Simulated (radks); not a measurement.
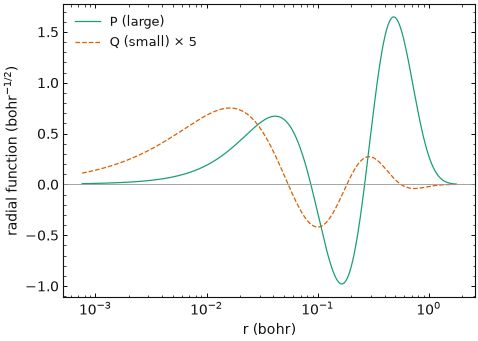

The dysprosium ion Dy²²⁺; electrons: [Kr] 4d8 (4d3/2: 4, 4d5/2: 4). Theory: Dirac Kohn-Sham, LB94 model potential, spin-unpolarised, spherical densities, finite nucleus (computed with the in-house radial solver radks).

The plot shows the large and small radial components of one occupied spinor.

Which spinor (n, l, j) is it?

Answer. It is 4p1/2. The spinor has κ = 1: the large component has l = 1 and 2 radial nodes (r = 0.0867 and 0.264 bohr), the small one has l = 0. The small component carries 0.15 % of the norm; ⟨r⟩ = 0.508 bohr and the eigenvalue is −923.5 eV. The nodes of P give n − l − 1 and its extent picks the shell; Q has as many nodes as P for κ < 0 and one more for κ > 0.
